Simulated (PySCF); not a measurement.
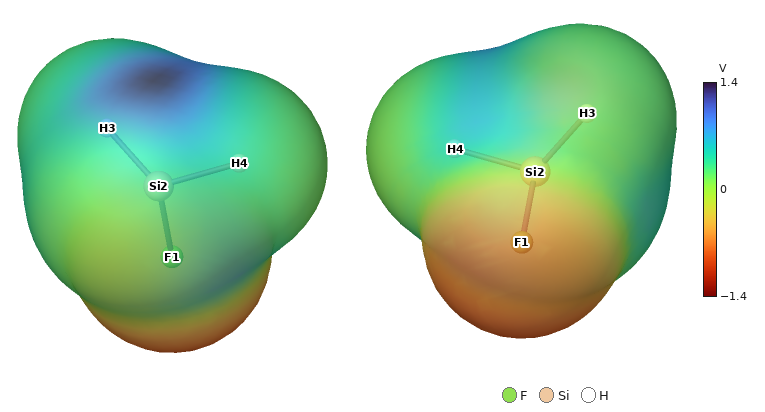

*FH2Si, doublet, SMILES `F[SiH2]`. Electrostatic potential on the surface of electron density 0.001 a.u. (back view left, front view right).*

Computed with PySCF, BLYP/def2-SVP, geometry: GFN2-xTB. No frequency check shows the geometry to be a minimum. The stability of the open-shell solution wasn't checked. GFN2-xTB doesn't know the spin state, so this open-shell geometry is rough.

Input script:

```python
import numpy as np
from pyscf import gto, scf, dft
from pyscf.scf import atom_ks, atom_hf
from scipy.linalg import block_diag

def solve(mol, dm0=None, hcore=None):
    mf = (dft.UKS if mol.spin else dft.RKS)(mol, xc='blyp')
    mf.grids.level = 3
    mf = mf.density_fit(auxbasis='def2-universal-jkfit')
    mf.conv_tol, mf.max_cycle = 1e-8, 80
    if hcore is not None:
        mf.get_hcore = lambda *args: hcore
    mf.kernel(dm0)
    if not mf.converged:
        mf = mf.newton().run(mf.mo_coeff, mf.mo_occ, max_cycle=30)
    assert mf.converged, 'SCF not converged'
    return mf

mol = gto.M(atom='''
F     -1.06769     0.00003    -0.02854
Si     0.54899     0.00001     0.09021
H      0.96196     1.25388    -0.50314
H      0.96144    -1.25437    -0.50293
''', basis='def2-svp', charge=0, spin=1, verbose=4)
mf = solve(mol)
mf.analyze()
# spherically averaged free atoms, for the promolecule
atm = atom_ks.get_atm_nrks(mol, xc='blyp')
pro = block_diag(*[(atm[a[0]][2] * atm[a[0]][3]) @ atm[a[0]][2].T for a in mol._atom])
np.savez('result.npz', e=mf.e_tot, c=mf.mo_coeff, occ=mf.mo_occ, eps=mf.mo_energy, pro=pro, dip=mf.dip_moment(verbose=0), s2=mf.spin_square()[0])
```

Command:

```sh
OMP_NUM_THREADS=1 python input.py
```

The run took 5.6 s on 1 thread of Arm Neoverse N1, on a shared host, peak memory 0.2 GiB.

Partitions, critical points and surface values were worked out afterwards from this run's density.

Q: Where are the extremes of the potential on the surface?

A: Highest: 1.35 V, near H4 (1.98 Å), Si2 (2.03 Å) and H3 (2.05 Å). Further maxima include 0.65 V, off the F1–Si2 bond (2.2 to 2.3 Å from its atoms); 0.57 V, off the F1–Si2 bond (2.1 to 2.2 Å from its atoms), and at like points elsewhere. Lowest: −0.89 V, 1.6 Å from F1. Further minima include 0.05 V, 2.4 Å from Si2. The surface is sampled at points, so like sites can differ by a few per cent and only the strongest of them is named.
